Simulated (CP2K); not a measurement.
# CH7NSSi2 (SMILES C=N[SiH2]S[SiH3]): MNDO

Aim: the energy change on altering one bond length of CH7NSSi2 at MNDO, from 2 runs. 

The calculation is run with CP2K 2026.2.

2 further runs of the same task are left out: 1 that didn't finish, 1 set aside as unsound or not needed.

**1. The molecule**

CH7NSSi2: 12 atoms, total charge 0, spin state singlet. SMILES: `C=N[SiH2]S[SiH3]`. The shape is that of a GFN2-xTB optimisation. This is one conformer, not always the lowest.

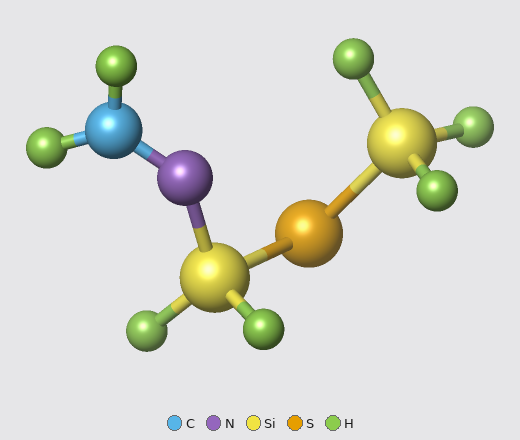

The structure, seen from a chosen angle (carbon blue, nitrogen purple, silicon yellow, sulfur amber, hydrogen green).

**2. The energy at MNDO**

File gas.inp:

```
&GLOBAL
    PROJECT_NAME gas
    RUN_TYPE ENERGY
    PRINT_LEVEL MEDIUM
&END GLOBAL

&FORCE_EVAL
    METHOD Quickstep
    &DFT
        CHARGE 0
        MULTIPLICITY 1
        &QS
            METHOD MNDO
            EPS_DEFAULT 1.0E-10
            &SE
                &COULOMB
                    CUTOFF [angstrom] 50
                    RC_RANGE [angstrom] 0
                &END COULOMB
                &EXCHANGE
                    CUTOFF [angstrom] 50
                    RC_RANGE [angstrom] 0
                &END EXCHANGE
            &END SE
        &END QS
        &POISSON
            PERIODIC NONE
            POISSON_SOLVER ANALYTIC
        &END POISSON
        &SCF
            SCF_GUESS ATOMIC
            EPS_SCF 1.0E-06
            MAX_SCF 40
            &OT ON
                MINIMIZER DIIS
                PRECONDITIONER FULL_SINGLE_INVERSE
            &END OT
            &OUTER_SCF
                EPS_SCF 1.0E-06
                MAX_SCF 5
            &END OUTER_SCF
        &END SCF
        &PRINT
            &MOMENTS
                PERIODIC F
                REFERENCE COM
                MAX_MOMENT 1
            &END MOMENTS
            &MO_CUBES
                NLUMO 5
                NHOMO -1
                WRITE_CUBE F
            &END MO_CUBES
            &HIRSHFELD OFF
            &END HIRSHFELD
        &END PRINT
    &END DFT
    &SUBSYS
        &CELL
            ABC [angstrom] 13.5 14.6 15.4
            PERIODIC NONE
        &END CELL
        &COORD
            C      7.616880     8.972650     9.320905
            N      7.342740     7.784100     9.056575
            Si     6.077850     6.696640     9.462575
            S      5.008960     6.399870     7.618315
            Si     6.560130     6.041490     6.183045
            H      7.042710     9.611700     9.995775
            H      8.491040     9.428390     8.861795
            H      5.022500     7.074920    10.391365
            H      6.800720     5.488290     9.828865
            H      7.299190     7.275770     5.958095
            H      5.810630     5.625560     5.008635
            H      7.429240     4.988300     6.691905
        &END COORD
    &END SUBSYS
&END FORCE_EVAL
```

Launch:

```sh
OMP_NUM_THREADS=1 cp2k.psmp -i gas.inp -o gas.out
```

Standard output:

```text
CP2K| version string:                                       CP2K version 2026.2
[...]
 GLOBAL| Method name                                                        CP2K
[...]
 GLOBAL| Run type                                                         ENERGY
[...]
                             - Atoms:                                         12
[...]
                             - Spherical basis functions:                     27
[...]
 Number of electrons:                                                         30
[...]
     1 OT DIIS     0.80E-01    0.0     0.25214958       -25.2170809453 -2.52E+01
[...]
    20 OT DIIS     0.80E-01    0.0     0.00000085       -30.8050619446 -2.59E-10
  *** SCF run converged in    20 steps ***
  Core-core repulsion energy [eV]:                           1934.56412585470207
  Core Hamiltonian energy [eV]:                             -1297.17887652856257
  Two-electron integral energy [eV]:                        -2951.26722925173135
  Electronic energy [eV]:                                   -2772.81249115442824
  Total energy [eV]:                                         -838.24836529972629
  Atomic reference energy [eV]:                               838.50794830324139
  Heat of formation [kcal/mol]:                                 5.98612674318912
[...]
 SE_DIPOLE| Moment [Debye]         -2.81014989      -1.43446124      -1.57992727
 SE_DIPOLE| Derivative [a.u.]       0.00000000       0.00000000       0.00000000
 *** WARNING in qs_scf_post_se.F:140 :: Printing of MO cube files not ***
 *** implemented for Semi-Empirical method.                           ***
 ENERGY| Total FORCE_EVAL ( QS ) energy [hartree]            -30.805061944608127
[...]
```

It took 0.58 s on 1 thread of Arm Neoverse V2, shared host.

**3. The distorted shape**

File calc.inp:

```
&GLOBAL
  PROJECT calc
  RUN_TYPE ENERGY
  PRINT_LEVEL MEDIUM
&END GLOBAL

&FORCE_EVAL
  METHOD QUICKSTEP
  &DFT
    &QS
      METHOD MNDO
      EPS_DEFAULT 1.0E-10
      &SE
        &COULOMB
          CUTOFF [angstrom] 50
          RC_RANGE [angstrom] 0
        &END COULOMB
        &EXCHANGE
          CUTOFF [angstrom] 50
          RC_RANGE [angstrom] 0
        &END EXCHANGE
      &END SE
    &END QS
    &POISSON
      PERIODIC NONE
      POISSON_SOLVER ANALYTIC
    &END POISSON
    ! SCF settings
    &SCF
      SCF_GUESS ATOMIC
      EPS_SCF 1.0E-06
      MAX_SCF 40
      &OT
        MINIMIZER DIIS
        PRECONDITIONER FULL_SINGLE_INVERSE
      &END OT
      &OUTER_SCF
        EPS_SCF 1.0E-06
        MAX_SCF 5
      &END OUTER_SCF
    &END SCF
    ! extra output
    &PRINT
      &MOMENTS
        PERIODIC F
        REFERENCE COM
        MAX_MOMENT 1
      &END MOMENTS
      &MO_CUBES
        NLUMO 5
        NHOMO -1
        WRITE_CUBE F
      &END MO_CUBES
      &HIRSHFELD OFF
      &END HIRSHFELD
    &END PRINT
  &END DFT
  ! atoms, cell and kinds
  &SUBSYS
    ! vacuum box
    &CELL
      ABC 13.5 14.6 15.3
      PERIODIC NONE
    &END CELL
    &COORD
      C      7.616880     8.972650     9.317335
      N      7.342740     7.784100     9.053004
      Si     6.077850     6.696640     9.459004
      S      5.008960     6.399870     7.614745
      Si     6.560130     6.041490     6.179474
      H      7.042710     9.611700     9.992204
      H      8.491040     9.428390     8.858224
      H      5.128012     7.037100    10.294936
      H      6.800720     5.488290     9.825294
      H      7.299190     7.275770     5.954525
      H      5.810630     5.625560     5.005065
      H      7.429240     4.988300     6.688334
    &END COORD
  &END SUBSYS
&END FORCE_EVAL
```

Launch:

```sh
OMP_NUM_THREADS=1 cp2k.psmp -i calc.inp > calc.out 2>&1
```

Standard output:

```text
CP2K| version string:                                       CP2K version 2026.2
[...]
 GLOBAL| Method name                                                        CP2K
[...]
 GLOBAL| Run type                                                         ENERGY
[...]
                             - Atoms:                                         12
[...]
                             - Spherical basis functions:                     27
[...]
 Number of electrons:                                                         30
[...]
     1 OT DIIS     0.80E-01    0.0     0.25238215       -25.1875636337 -2.52E+01
[...]
    20 OT DIIS     0.80E-01    0.0     0.00000080       -30.8060504696 -2.82E-10
  *** SCF run converged in    20 steps ***
  Core-core repulsion energy [eV]:                           1940.29512657330088
  Core Hamiltonian energy [eV]:                             -1297.30613765617545
  Two-electron integral energy [eV]:                        -2962.52850670238286
  Electronic energy [eV]:                                   -2778.57039100736711
  Total energy [eV]:                                         -838.27526443406612
  Atomic reference energy [eV]:                               838.50794830324139
  Heat of formation [kcal/mol]:                                 5.36581791996201
[...]
 SE_DIPOLE| Moment [Debye]         -2.67257971      -1.47872054      -1.74590051
 SE_DIPOLE| Derivative [a.u.]       0.00000000       0.00000000       0.00000000
 *** WARNING in qs_scf_post_se.F:140 :: Printing of MO cube files not ***
 *** implemented for Semi-Empirical method.                           ***
 ENERGY| Total FORCE_EVAL ( QS ) energy [hartree]            -30.806050469649030
[...]
```

It took 0.56 s on 1 thread of Arm Neoverse V2, shared host.

**4. Summary of results**

Level: MNDO.

| quantity | value |
| --- | --- |
| first shape: total energy | -30.80506 Eh |
| first shape: dipole moment | 3.53 D |
| first shape: heat of formation | 6.0 kcal/mol |
| distorted shape: total energy | -30.80605 Eh |
| distorted shape: dipole moment | 3.52 D |
| distorted shape: heat of formation | 5.4 kcal/mol |
| energy change with the Si3–H8 bond shortened from 1.456 to 1.310 Å | -0.027 eV |

**Reading.** With the Si3–H8 bond shortened from 1.456 to 1.310 Å the energy falls by 0.03 eV (2.6 kJ/mol). The first shape isn't relaxed at this level, so the change isn't measured from a minimum.
